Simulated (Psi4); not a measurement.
# C2H3Al (ethynylalumane): wB97X-V/def2-TZVP

What is the vertical singlet–triplet gap of C2H3Al (ethynylalumane) at wB97X-V/def2-TZVP? 

The calculation is run with Psi4 1.11.

6 further runs of the same task are left out: 5 that didn't finish, 1 set aside as unsound or not needed. Runs told in other sessions of the task aren't counted.

## Step 1: The system as given

C2H3Al: 6 atoms, total charge 0, spin state singlet. As SMILES, `C#[C][AlH2]`. The coordinates come from a PBE0-D4/def2-TZVP relaxation.

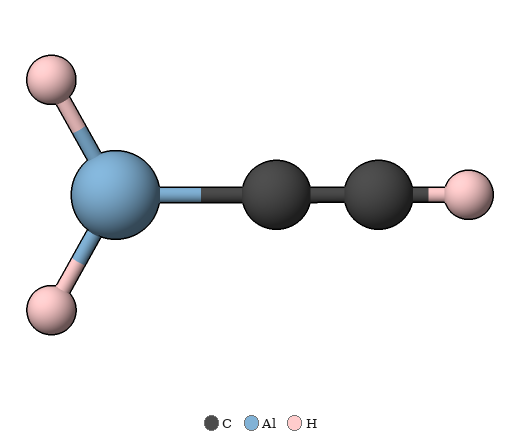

Viewed from a chosen angle; carbon dark grey, aluminium light blue, hydrogen pink.

## Step 2: A single-point energy at wB97X-V/def2-TZVP

File c2h3al.xyz:

```xyz
6
C2H3Al
C     -0.792800    -1.637600    -0.298100
C     -0.266100    -0.564200    -0.106200
Al     0.564800     1.124200     0.195000
H     -1.257000    -2.583100    -0.467400
H      1.356700     1.804700    -0.990500
H      0.436600     1.792000     1.621000
```

File c2h3al_ase.py:

```python
import numpy as np
from ase.calculators.psi4 import Psi4
from ase.io import read

mol = read('c2h3al.xyz')
calc = Psi4(atoms=mol, method='wb97x-v', basis='def2-TZVP', memory='2200MB', num_threads=1, charge=0, multiplicity=1, label='calc')
calc.psi4.set_options({'puream': True, 'e_convergence': 1e-09, 'd_convergence': 1e-08, 'scf_type': 'pk', 'dft_radial_points': 99, 'dft_spherical_points': 590})
mol.calc = calc

print(f'energy: {mol.get_potential_energy():.6f} eV')
```

Launch:

```console
$ python c2h3al_ase.py
```

calc.dat:

```text
[...]
  Running in c1 symmetry.
[...]
  Nuclear repulsion =   69.410462182866823
[...]
  Multiplicity = 1
[...]
  Nalpha       = 14
  Nbeta        = 14
[...]
    Number of basis functions: 117
[...]
   @RKS iter   1:  -320.21578898524257   -1.02133e+00   4.37443e-03 ADIIS/DIIS
[...]
   @RKS iter  11:  -320.33718583679479   -8.24230e-12   3.33940e-09 DIIS
[...]
    Orbital Energies [Eh]
    ---------------------
    Doubly Occupied:
       1A    -56.065412     2A    -10.276634     3A    -10.253443
       4A     -4.253544     5A     -2.803844     6A     -2.794621
       7A     -2.793691     8A     -0.873912     9A     -0.662227
      10A     -0.563275    11A     -0.453813    12A     -0.421612
      13A     -0.396641    14A     -0.383003
[...]
  @RKS Final Energy:  -320.33718583679479
   => Energetics <=
    Nuclear Repulsion Energy =             69.4104621828668229
    One-Electron Energy =                -578.6796428882587406
    Two-Electron Energy =                 210.8289372250815745
    DFT Exchange-Correlation Energy =     -22.0129372146428608
    Empirical Dispersion Energy =           0.0000000000000000
    VV10 Nonlocal Energy =                  0.1159948581585014
    Total Energy =                       -320.3371858367947311
[...]
 Multipole Moments:
 ------------------------------------------------------------------------------------
     Multipole            Electronic (a.u.)      Nuclear  (a.u.)        Total (a.u.)
 ------------------------------------------------------------------------------------
 L = 1.  Multiply by 2.5417464519 to convert [e a0] to [Debye]
 Dipole X            :          0.0341843           -0.1282970           -0.0941127
 Dipole Y            :          0.0723536           -0.2645524           -0.1921988
 Dipole Z            :          0.0133842           -0.0479866           -0.0346024
 Magnitude           :                                                    0.2167831
[...]
```

Standard output:

```text
energy: -8716.818822 eV
```

It took 53 s on 1 thread of Intel Xeon 6975P-C (Granite Rapids), shared host; peak memory 0.92 GiB.

## Step 3: The triplet at the same level

File calc.dat:

```
memory 2.2 GB

molecule m {
  0 3
  C     -1.49817487    -3.09461550    -0.56332736
  C     -0.50285612    -1.06618348    -0.20068891
  Al     1.06731732     2.12443011     0.36849659
  H     -2.37538574    -4.88135155    -0.88325799
  H      2.56379143     3.41038874    -1.87177373
  H      0.82505443     3.38638922     3.06324605
  units au
  symmetry c1
}

set basis def2-TZVP
set reference uks
set puream true
set e_convergence 1e-09
set d_convergence 1e-06
set scf_type pk
set dft_radial_points 99
set dft_spherical_points 590
set maxiter 150
set orbital_optimizer_package ooo

energy('wb97x-v')
```

Launch:

```console
$ psi4 calc.dat calc.out -n 1
```

calc.out:

```text
[...]
  Running in c1 symmetry.
[...]
  Nuclear repulsion =   69.410462205534472
[...]
  Multiplicity = 3
[...]
  Nalpha       = 15
  Nbeta        = 13
[...]
    Number of basis functions: 117
[...]
   @UKS iter   1:  -319.81241317407074   -3.19812e+02   6.03665e-03 ADIIS+DIIS
[...]
   @UKS iter  31:  -320.15460148782597   -5.47914e-10   6.52142e-08 Converged
[...]
   @S^2 Observed:                2.008305857E+00
[...]
    Orbital Energies [Eh]
    ---------------------
    Alpha Occupied:
       1A    -56.024146     2A    -10.346023     3A    -10.342167
       4A     -4.214892     5A     -2.763369     6A     -2.757735
       7A     -2.756020     8A     -0.975656     9A     -0.721816
      10A     -0.592357    11A     -0.501019    12A     -0.483745
      13A     -0.455329    14A     -0.392938    15A     -0.206296
    Alpha Virtual:
      16A      0.036920    17A      0.066739    18A      0.096653
      19A      0.119530    20A      0.128944    21A      0.158997
      22A      0.181516    23A      0.218055    24A      0.233086
      25A      0.254637    26A      0.278025    27A      0.288244
[...]
  @UKS Final Energy:  -320.15460148782586
   => Energetics <=
    Nuclear Repulsion Energy =             69.4104622055344720
    One-Electron Energy =                -578.1344941557574657
    Two-Electron Energy =                 210.4438296559066259
    DFT Exchange-Correlation Energy =     -21.9900266755638505
    Empirical Dispersion Energy =           0.0000000000000000
    VV10 Nonlocal Energy =                  0.1156274820543777
    Total Energy =                       -320.1546014878258575
  UHF NO Occupations:
  HONO-2 :   13  A 1.9974794
  HONO-1 :   14  A 1.0000000
[...]
 Multipole Moments:
 ------------------------------------------------------------------------------------
     Multipole            Electronic (a.u.)      Nuclear  (a.u.)        Total (a.u.)
 ------------------------------------------------------------------------------------
 L = 1.  Multiply by 2.5417464519 to convert [e a0] to [Debye]
 Dipole X            :         -0.5193443           -0.1282970           -0.6476413
 Dipole Y            :         -1.0533516           -0.2645524           -1.3179040
 Dipole Z            :         -0.1873981           -0.0479866           -0.2353846
 Magnitude           :                                                    1.4871840
[...]
```

Run time: 2.7 min. Hardware: 1 thread of Intel Xeon 6975P-C (Granite Rapids), shared host; peak memory 0.89 GiB.

## Step 4: Outcome

At wB97X-V/def2-TZVP:

| quantity | value |
| --- | --- |
| singlet: total energy | -320.33719 Eh |
| singlet: dipole moment | 0.55 D |
| singlet: HOMO energy | -10.42 eV |
| singlet: LUMO energy | 0.07 eV |
| singlet: HOMO–LUMO gap | 10.49 eV |
| triplet: total energy | -320.15460 Eh |
| triplet: dipole moment | 3.78 D |
| triplet: HOMO energy (highest over α and β) | -5.61 eV |
| triplet: LUMO energy (lowest over α and β) | -4.33 eV |
| triplet: ⟨S²⟩ | 2.008 |
| vertical energy of the triplet above the singlet | 4.968 eV |

What this shows: At this shape the triplet lies 4.97 eV (115 kcal/mol) above the singlet.
